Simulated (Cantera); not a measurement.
A closed system holds: 1 mol Si₂H₆, a varied amount of H₂O, 29 mol N₂, at 1775 °C and 7.50 Torr.

These are equilibrium values from Cantera (NASA tables, ideal gas, pure condensed phases), not measurements of a reactor. Candidate condensed phases: H₂O, Si, SiO₂, Si₂N₂O, Si₃N₄; 35 gas species. The feed counts by its element totals alone. The tables' values for SiN, SiO₂ are old estimates; treat these amounts as uncertain. The tables hold silica as quartz up to 1696 K and as liquid above; real silica turns to tridymite and cristobalite and melts near 1996 K. Gases not in the tables: Si₂H₆ and higher silanes. The numbers say what is thermodynamically allowed, not how fast it happens.

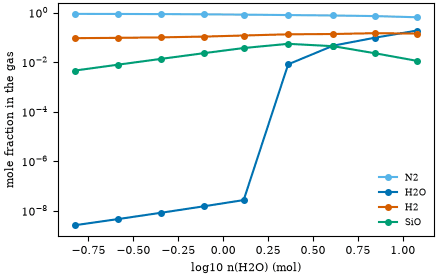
Figure. Equilibrium gas composition (values under 1e-9 drawn at 1e-9)

From 0.15 mol H₂O to 1.3 mol H₂O the condensed part is Si(l). At 2.3 mol H₂O nothing is condensed. From 4.1 mol H₂O to 12 mol H₂O the condensed part is SiO₂(l). The main Si-bearing gas is Si at 0.15 mol H₂O and SiO at 12 mol H₂O. The share of Si in condensed phases is highest at 0.15 mol H₂O (78.6 %) and lowest at 2.3 mol H₂O (0.0 %).
